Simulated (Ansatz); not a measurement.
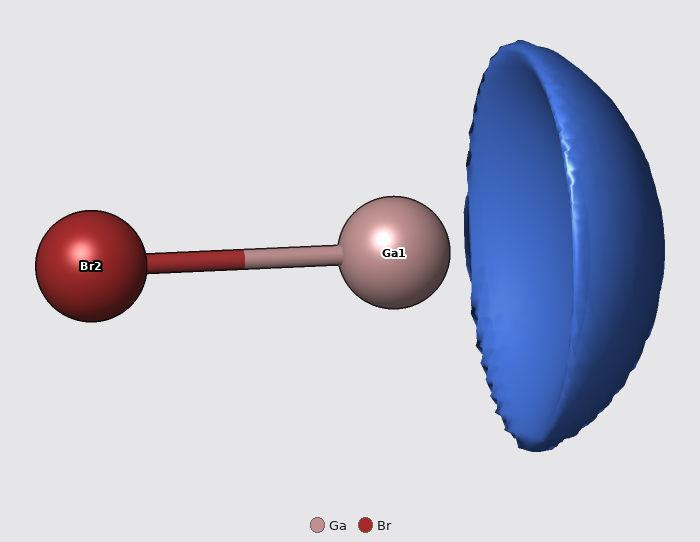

The picture shows: GaBr (SMILES [Ga][Br]). Isosurface of the electron localisation function at 0.9 (blue), seen from one side. Only the valence region is drawn (cores and ρ < 0.01 e/Å³ removed).

Geometry: PBE0-D4/def2-TZVP.

Level of theory: Ansatz 0.2.0, RKS PBE0-D4/def2-TZVPP.

Q: What do the ELF domains correspond to?

A: At this value the surface marks out one lobe on Ga, pointing away from the bonds (lone pairs). Profiles from the grid: Ga–Br (2.37 Å): the ELF peaks at about 0.75 in the valence shell of Br, 1.0 Å from its nucleus, and is about 0.60 at the midpoint.
